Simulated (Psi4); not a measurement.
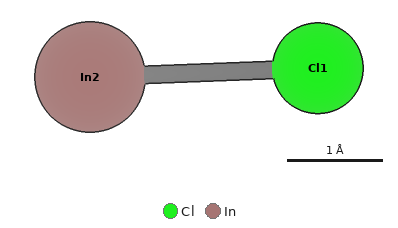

**Figure 1.** The structure as given in the input (ball-and-stick view, seen at a tilt; atoms are numbered from 1 in the order of the input). Sticks mark near contacts. Bond lengths as drawn: Cl–In 2.41 Å.

**InCl: geometry relaxation (part 1 of 3)**

InCl, SMILES [Cl][In], computed with B3LYP/def2-TZVP, RKS, dispersion D3(BJ), core potentials def2 (Psi4 1.11).

The geometry comes from this level: PBE0-D4/def2-TZVP.

## The input (job.py)
```python
import psi4

psi4.set_memory(1600000000)
psi4.set_num_threads(1)
psi4.core.set_output_file('run.log', False)

molecule = psi4.geometry("""
Cl
In 1 2.41352
""")

options = {'basis': 'def2-TZVP', 'geom_maxiter': 60}
psi4.set_options(options)

e, wfn = psi4.optimize("b3lyp-d3bj", molecule=molecule, return_wfn=True)
print(f'b3lyp-d3bj energy: {e:.10f} Eh')
molecule.save_xyz_file('final.xyz', False)
for k, v in sorted(psi4.core.scalar_variables().items()):
    print(f'{k:45s} {v:18.10f}')
```

Run on 1 thread of Intel Xeon @ 2.50GHz (Skylake/Cascade Lake), 32 GiB of memory available, shared host.

Command:
```bash
python job.py
```

## Output
```
gradient() will perform analytic gradient computation.

   => Loading Basis Set <=

    Name: DEF2-TZVP
    Role: ORBITAL
    Keyword: BASIS

    !!!  WARNING: ECP capability is in beta. Please check occupations closely.  !!!

   => B3LYP-D3(BJ): Empirical Dispersion <=

        s6 =       1.000000
        s8 =       1.988900
        a1 =       0.398100
        a2 =       4.421100

         ---------------------------------------------------------
                                   SCF
                              RKS Reference
                        1 Threads,   1525 MiB Core
         ---------------------------------------------------------

  ==> Geometry <==

    Molecular point group: c2v
    Full point group: C_inf_v

    Geometry (in Angstrom), charge = 0, multiplicity = 1:

       Center              X                  Y                   Z               Mass
    ------------   -----------------  -----------------  -----------------  -----------------
         CL           0.000000000000     0.000000000000    -1.850388705174    34.968852682000
         IN           0.000000000000     0.000000000000     0.563131294826   114.903878776000

  Running in c2v symmetry.

  Rotational constants: A = ************  B =      0.10794  C =      0.10794 [cm^-1]
  Rotational constants: A = ************  B =   3236.10009  C =   3236.10009 [MHz]
  Nuclear repulsion =   78.274165620831809

  Charge       = 0
  Multiplicity = 1
  Electrons    = 38
  Nalpha       = 19
  Nbeta        = 19

  ==> Algorithm <==

  SCF Algorithm Type is DF.
  DIIS enabled.
  MOM disabled.
  Fractional occupation disabled.
  Guess Type is SAD.
  Energy threshold   = 1.00e-08
  Density threshold  = 1.00e-08
  Integral threshold = 1.00e-12

  ==> Primary Basis <==

  Basis Set: DEF2-TZVP
    Blend: DEF2-TZVP
    Number of shells: 29
    Number of basis functions: 87
    Number of Cartesian functions: 101
    Spherical Harmonics?: true
    Max angular momentum: 3

  Core potential: DEF2-TZVP
    Number of shells: 4
    Number of ECP primitives: 18
    Number of ECP core electrons: 28
    Max angular momentum: 3

  ==> DFT Potential <==

   => LibXC <=

    Version 7.1.2

   => Composite Functional: B3LYP-D3BJ2B <=

    B3LYP-d3bj2b Hyb-GGA Exchange-Correlation Functional

    Deriv               =              1
    GGA                 =           TRUE
    Meta                =          FALSE

    Exchange Hybrid     =           TRUE
    MP2 Hybrid          =          FALSE

   => Exchange Functionals <=

    0.0800   Slater exchange
    0.7200         Becke 88

   => Exact (HF) Exchange <=

    0.2000               HF

   => Correlation Functionals <=

    0.1900   Vosko, Wilk & Nusair (VWN5_RPA)
    0.8100   Lee, Yang & Parr

   => LibXC Density Thresholds  <==

    XC_HYB_GGA_XC_B3LYP:  1.00E-15

   => Molecular Quadrature <=

    Radial Scheme          =       TREUTLER
    Pruning Scheme         =           NONE
    Nuclear Scheme         =       TREUTLER

    Blocking Scheme        =         OCTREE
    BS radius alpha        =              1
    Pruning alpha          =              1
    Radial Points          =             75
    Spherical Points       =            302
    Total Points           =          43308
    Total Blocks           =            423
    Max Points             =            254
    Max Functions          =             82
    Weights Tolerance      =       1.00E-15

   => Loading Basis Set <=

    Name: (DEF2-TZVP AUX)
    Role: JKFIT
    Keyword: DF_BASIS_SCF

  ==> Integral Setup <==

  DFHelper Memory: AOs need 0.022 GiB; user supplied 1.031 GiB.
  SCF_SUBTYPE=INCORE selected. In-core MEM_DF algorithm will be used.
  Using in-core AOs.

  ==> MemDFJK: Density-Fitted J/K Matrices <==

    J tasked:                   Yes
    K tasked:                   Yes
    wK tasked:                   No
    Memory [MiB]:              1055
    Algorithm:                 Core
    Schwarz Cutoff:           1E-12
    Mask sparsity (%):       1.2683
    Fitting Condition:        1E-10

   => Auxiliary Basis Set <=

  Basis Set: (DEF2-TZVP AUX)
    Blend: DEF2-UNIVERSAL-JKFIT
    Number of shells: 84
    Number of basis functions: 346
    Number of Cartesian functions: 464
    Spherical Harmonics?: true
    Max angular momentum: 5

  Cached 100.0% of DFT collocation blocks in 0.086 [GiB].

  Minimum eigenvalue in the overlap matrix is 2.8882652378E-03.
  Reciprocal condition number of the overlap matrix is 7.7220531827E-04.
    Using symmetric orthogonalization.

  ==> Pre-Iterations <==

  SCF Guess: Superposition of Atomic Densities via on-the-fly atomic UHF (no occupation information).

   -------------------------
    Irrep   Nso     Nmo
   -------------------------
     A1        37      37
     A2         8       8
     B1        21      21
     B2        21      21
   -------------------------
    Total      87      87
   -------------------------

  ==> Iterations <==

                           Total Energy        Delta E     RMS |[F,P]|

   @DF-RKS iter SAD:  -649.51940235218933   -6.49519e+02   0.00000e+00
   @DF-RKS iter   1:  -650.36299568054210   -8.43593e-01   1.32592e-02 DIIS/ADIIS
   @DF-RKS iter   2:  -650.33278867113324    3.02070e-02   1.48579e-02 DIIS/ADIIS
   @DF-RKS iter   3:  -650.51792401381306   -1.85135e-01   1.64999e-03 DIIS/ADIIS
   @DF-RKS iter   4:  -650.52120789384605   -3.28388e-03   6.48610e-04 DIIS/ADIIS
   @DF-RKS iter   5:  -650.52162397592508   -4.16082e-04   1.41627e-04 DIIS/ADIIS
   @DF-RKS iter   6:  -650.52163626620484   -1.22903e-05   3.52421e-05 DIIS
   @DF-RKS iter   7:  -650.52163832058807   -2.05438e-06   5.80034e-06 DIIS
   @DF-RKS iter   8:  -650.52163835127431   -3.06862e-08   1.07989e-06 DIIS
   @DF-RKS iter   9:  -650.52163835266811   -1.39380e-09   1.40405e-07 DIIS
   @DF-RKS iter  10:  -650.52163835269857   -3.04681e-11   1.38423e-08 DIIS
   @DF-RKS iter  11:  -650.52163835269914   -5.68434e-13   1.11369e-09 DIIS
  Energy and wave function converged.

  ==> Post-Iterations <==

   Electrons on quadrature grid:
      Ntotal   =   38.0000006464 ; deviation = 6.464e-07

    Orbital Energies [Eh]
    ---------------------

    Doubly Occupied:

       1A1  -101.470311     2A1    -9.403163     3A1    -7.160109
       1B2    -7.158286     1B1    -7.158286     4A1    -4.681746
       2B1    -3.084758     2B2    -3.084758     5A1    -3.078038
       6A1    -0.791145     7A1    -0.772257     1A2    -0.772256
       3B1    -0.766685     3B2    -0.766685     8A1    -0.738035
       9A1    -0.384881     4B1    -0.293323     4B2    -0.293323
      10A1    -0.262008

    Virtual:

       5B1    -0.074967     5B2    -0.074967    11A1    -0.009942
       6B2     0.072253     6B1     0.072253    12A1     0.098201
      13A1     0.125784    14A1     0.151628     2A2     0.151628
       7B2     0.179907     7B1     0.179907    15A1     0.208924
      16A1     0.356536     8B2     0.392717     8B1     0.392717
      17A1     0.449122     3A2     0.460076    18A1     0.460082
       9B2     0.499628     9B1     0.499628    10B1     0.506541
      10B2     0.506541    19A1     0.642825    11B1     0.685814
      11B2     0.685814     4A2     0.712142    20A1     0.712143
      21A1     0.851922    12B2     0.874038    12B1     0.874038
      22A1     0.948747     5A2     0.948748    23A1     0.951061
      13B1     0.966013    13B2     0.966013    24A1     1.215200
       6A2     1.772584    25A1     1.772665    14B2     1.872974
      14B1     1.872974    26A1     1.887574     7A2     2.077668
      27A1     2.077671    15B1     2.116485    15B2     2.116485
      16B2     2.137684    16B1     2.137684    17B1     2.152873
      17B2     2.152873    28A1     2.161349    29A1     2.224378
       8A2     2.224380    18B2     2.261913    18B1     2.261913
      30A1     2.325268    19B2     2.365062    19B1     2.365062
      31A1     2.425879    32A1     2.942340    20B2    10.725500
      20B1    10.725500    33A1    10.855117    34A1    24.842257
      35A1    37.546358    21B1    38.711029    21B2    38.711029
      36A1    38.878814    37A1   123.879721

    Final Occupation by Irrep:
             A1    A2    B1    B2
    DOCC [    10,    1,    4,    4 ]
    NA   [    10,    1,    4,    4 ]
    NB   [    10,    1,    4,    4 ]

  @DF-RKS Final Energy:  -650.52163835269914

   => Energetics <=

    Nuclear Repulsion Energy =             78.2741656208318091
    One-Electron Energy =               -1127.5529116260595401
    Two-Electron Energy =                 435.1733236215078477
    DFT Exchange-Correlation Energy =     -36.4131307614518605
    Empirical Dispersion Energy =          -0.0030852075274007
    VV10 Nonlocal Energy =                  0.0000000000000000
    Total Energy =                       -650.5216383526991422

Computation Completed

Properties will be evaluated at   0.000000,   0.000000,   0.000000 [a0]

Properties computed using the SCF density matrix

 Multipole Moments:

 ------------------------------------------------------------------------------------
     Multipole            Electronic (a.u.)      Nuclear  (a.u.)        Total (a.u.)
 ------------------------------------------------------------------------------------

 L = 1.  Multiply by 2.5417464519 to convert [e a0] to [Debye]
 Dipole X            :          0.0000000            0.0000000            0.0000000
 Dipole Y            :          0.0000000            0.0000000            0.0000000
 Dipole Z            :         38.4683119          -37.0969316            1.3713803
 Magnitude           :                                                    1.3713803

 ------------------------------------------------------------------------------------

	total time  =          5 seconds =       0.08 minutes

         ------------------------------------------------------------
                                   SCF GRAD
         ------------------------------------------------------------

  ==> Geometry <==

    Molecular point group: c2v
    Full point group: C_inf_v

    Geometry (in Angstrom), charge = 0, multiplicity = 1:

       Center              X                  Y                   Z               Mass
    ------------   -----------------  -----------------  -----------------  -----------------
         CL           0.000000000000     0.000000000000    -1.850388705174    34.968852682000
         IN           0.000000000000     0.000000000000     0.563131294826   114.903878776000

  Nuclear repulsion =   78.274165620831809

  ==> Basis Set <==

  Basis Set: DEF2-TZVP
    Blend: DEF2-TZVP
    Number of shells: 29
    Number of basis functions: 87
    Number of Cartesian functions: 101
    Spherical Harmonics?: true
    Max angular momentum: 3

  Core potential: DEF2-TZVP
    Number of shells: 4
    Number of ECP primitives: 18
    Number of ECP core electrons: 28
    Max angular momentum: 3

  ==> DFJKGrad: Density-Fitted SCF Gradients <==

    Gradient:                    1
    J tasked:                  Yes
    K tasked:                  Yes
    wK tasked:                  No
    Integrals threads:           1
    Memory [MiB]:             1144
    Schwarz Cutoff:          1E-12
    Fitting Condition:       1E-10

   => Auxiliary Basis Set <=

  Basis Set: (DEF2-TZVP AUX)
    Blend: DEF2-UNIVERSAL-JKFIT
    Number of shells: 84
    Number of basis functions: 346
    Number of Cartesian functions: 464
    Spherical Harmonics?: true
    Max angular momentum: 5

   => Molecular Quadrature <=

    Radial Scheme          =       TREUTLER
    Pruning Scheme         =           NONE
    Nuclear Scheme         =       TREUTLER

    Blocking Scheme        =         OCTREE
    BS radius alpha        =              1
    Pruning alpha          =              1
    Radial Points          =             75
    Spherical Points       =            302
    Total Points           =          43308
    Total Blocks           =            423
    Max Points             =            254
    Max Functions          =             82
    Weights Tolerance      =       1.00E-15

  -Total Gradient:
     Atom            X                  Y                   Z
    ------   -----------------  -----------------  -----------------
       1        0.000000000000    -0.000000000000     0.005162701923
       2        0.000000000000     0.000000000000    -0.005104539414

	total time  =          2 seconds =       0.03 minutes

    			-----------------------------------------

    			 OPTKING 3.0: for geometry optimizations

    			        with contributions from

    			-----------------------------------------

	                            ===> Fragment 1 <==

	 Z (Atomic Numbers)          Masses                          Geom
	      17.000000            34.968853          0.00000000  0.00000000 -3.49672788
	      49.000000            114.903879         0.00000000  0.00000000  1.06416392

	 - Coordinate -           - BOHR/RAD -       - ANG/DEG -
	 R(1,2)           =         4.560892           2.413520

	        --- Internal Coordinate Step in ANG or DEG, aJ/ANG or AJ/DEG ---
	-------------------------------------------------------------------------------
	           Coordinate      Previous         Force          Change          New
	           ----------      --------        ------          ------        ------
	               R(1,2)       2.41352        0.04229        0.02422       2.43774
	-------------------------------------------------------------------------------

	                                 ==> Convergence Check <==

	Measures of convergence in internal coordinates in au.

	Criteria marked as inactive (o), active & met (*), and active & unmet ( ).

	----------------------------------------------------------------------------------------------~
	   Step    Total Energy     Delta E     Max Force     RMS Force      Max Disp      RMS Disp   ~
	----------------------------------------------------------------------------------------------~
	  Convergence Criteria     1.00e-06 *    3.00e-04 *             o    1.20e-03 *             o~
	----------------------------------------------------------------------------------------------~
	     1    -650.52163835   -6.51e+02      5.13e-03      5.13e-03 o    4.58e-02      4.58e-02 o  ~
	----------------------------------------------------------------------------------------------

Next Geometry in Ang
	Fragment 1 (Ang)

	   Cl   0.0000000000   0.0000000000  -1.8624987396
	   In   0.0000000000   0.0000000000   0.5752413293

    Structure for next step:
    Molecular point group: c2v
    Full point group: C_inf_v

    Geometry (in Angstrom), charge = 0, multiplicity = 1:

    CL
    IN            1    2.437740

gradient() will perform analytic gradient computation.

  ==> Geometry <==

    Molecular point group: c2v
    Full point group: C_inf_v

    Geometry (in Angstrom), charge = 0, multiplicity = 1:

       Center              X                  Y                   Z               Mass
    ------------   -----------------  -----------------  -----------------  -----------------
         CL           0.000000000000     0.000000000000    -1.868957659192    34.968852682000
         IN           0.000000000000     0.000000000000     0.568782409692   114.903878776000

  Running in c2v symmetry.

  Rotational constants: A = ************  B =      0.10581  C =      0.10581 [cm^-1]
  Rotational constants: A = ************  B =   3172.11525  C =   3172.11525 [MHz]
  Nuclear repulsion =   77.496475781212510

  Charge       = 0
  Multiplicity = 1
  Electrons    = 38
  Nalpha       = 19
  Nbeta        = 19

  ==> Algorithm <==

  SCF Algorithm Type is DF.
  DIIS enabled.
  MOM disabled.
  Fractional occupation disabled.
  Guess Type is READ.
  Energy threshold   = 1.00e-08
  Density threshold  = 1.00e-08
  Integral threshold = 1.00e-12

   => Molecular Quadrature <=

    Radial Scheme          =       TREUTLER
    Pruning Scheme         =           NONE
    Nuclear Scheme         =       TREUTLER

    Blocking Scheme        =         OCTREE
    BS radius alpha        =              1
    Pruning alpha          =              1
    Radial Points          =             75
    Spherical Points       =            302
    Total Points           =          43308
    Total Blocks           =            421
    Max Points             =            256
    Max Functions          =             82
    Weights Tolerance      =       1.00E-15

   => Loading Basis Set <=

    Name: DEF2-TZVP
    Role: ORBITAL
    Keyword: BASIS

    !!!  WARNING: ECP capability is in beta. Please check occupations closely.  !!!

  Reading orbitals from file scr/run.default.6619.180.npy, no projection.

  ==> MemDFJK: Density-Fitted J/K Matrices <==

    J tasked:                   Yes
    K tasked:                   Yes
    wK tasked:                   No
    Memory [MiB]:              1055
    Algorithm:                 Core
    Schwarz Cutoff:           1E-12
    Mask sparsity (%):       1.2948
    Fitting Condition:        1E-10

   => Auxiliary Basis Set <=

  Basis Set: (DEF2-TZVP AUX)
    Blend: DEF2-UNIVERSAL-JKFIT
    Number of shells: 84
    Number of basis functions: 346
    Number of Cartesian functions: 464
    Spherical Harmonics?: true
    Max angular momentum: 5

  Cached 100.0% of DFT collocation blocks in 0.086 [GiB].

  Minimum eigenvalue in the overlap matrix is 2.8921916862E-03.
  Reciprocal condition number of the overlap matrix is 7.7659186440E-04.
    Using symmetric orthogonalization.

  ==> Pre-Iterations <==

  SCF Guess: Orbitals guess was supplied from a previous computation.
```
